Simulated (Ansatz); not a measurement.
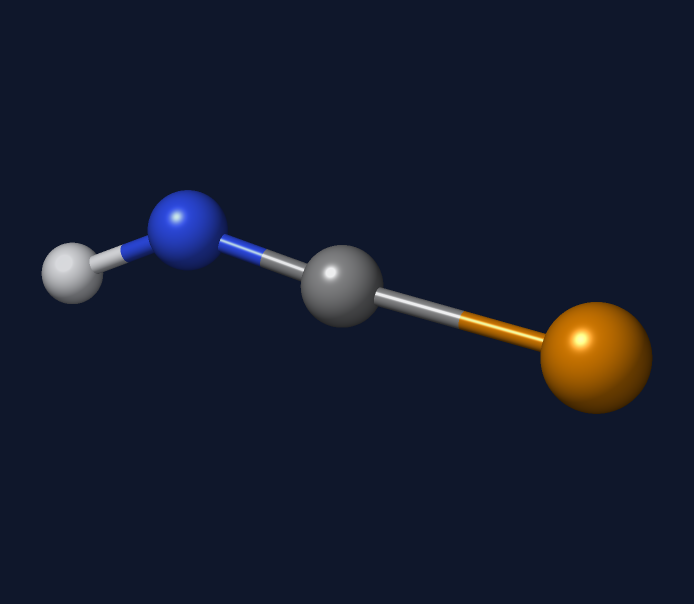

A ball-and-stick model of a molecule. Colours: nitrogen blue, carbon grey, tellurium orange, hydrogen white.

Computed geometry: PBE0-D4/def2-TZVP optimisation. No frequency run is at hand to confirm it as a minimum.

> Count the atoms of each element.

CHNTe, 4 atoms: 1 carbon, 1 hydrogen, 1 nitrogen and 1 tellurium.

> How many bonds of each kind are drawn?

1 C–N, 1 C–Te, 1 N–H. Sticks follow a distance rule.

The parts below concern this one geometry. Atoms keep their numbers from picture to picture.

## Geometry

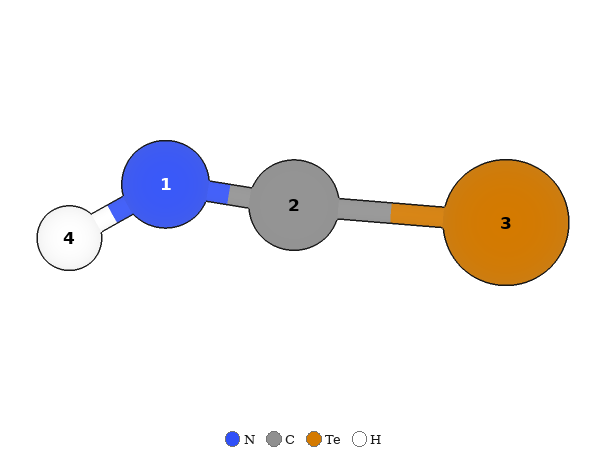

No frequency run is at hand to confirm it as a minimum.

List the bonds and their lengths.

| bond | length (Å) |
| --- | --- |
| N1–C2 | 1.185 |
| N1–H4 | 1.002 |
| C2–Te3 | 1.934 |

## Dipole moment

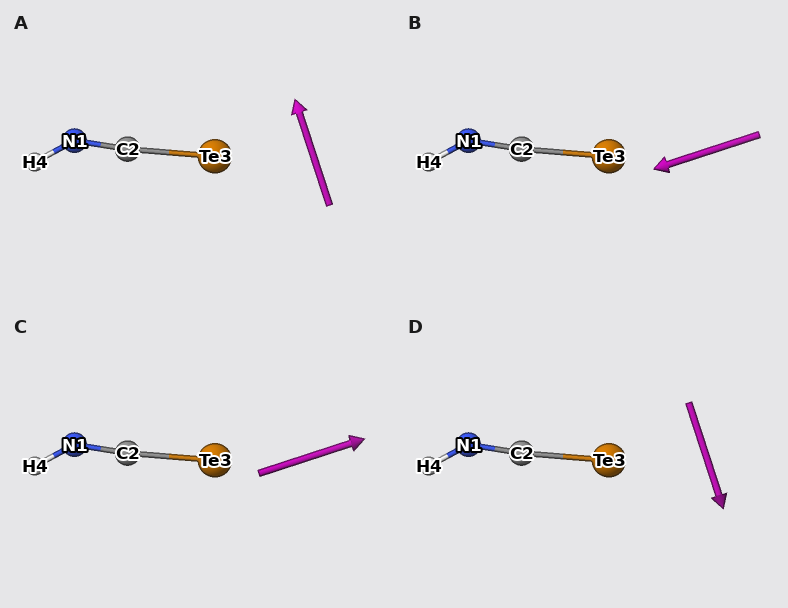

The same molecule four times, each with an arrow. No frequency run is at hand to confirm it as a minimum. Properties computed with RKS PBE0-D4/def2-TZVP, core potentials on Te (Ansatz 0.2.0).

> Which arrow points along the dipole moment, from the negative to the positive end?

B. The dipole moment is 2.38 D; it points from the side of Te3 to the side of H4 (the outermost atoms at the two ends).

## Electronic properties

No frequency run is at hand to confirm it as a minimum. Level of theory: RKS PBE0-D4/def2-TZVPP, core potentials on Te (Ansatz 0.2.0).

Predict the main results.

- HOMO energy (Kohn–Sham orbital): −6.44 eV
- LUMO energy (Kohn–Sham orbital): −1.40 eV
- HOMO–LUMO gap: 5.05 eV

## Charges

The questions are on Mulliken charges. No frequency run is at hand to confirm it as a minimum. Properties computed with RKS PBE0-D4/def2-TZVP, core potentials on Te (Ansatz 0.2.0).

> Which atom carries the highest charge (most positive or least negative)?

H4 (0.30 e).

> And the lowest?

N1 (−0.25 e).

List the Mulliken charges.

```
atom  value (e)
  N1      −0.25
  C2      −0.05
 Te3       0.01
  H4       0.30
```

Mulliken values depend strongly on the basis set and can even reverse the polarity of a bond.
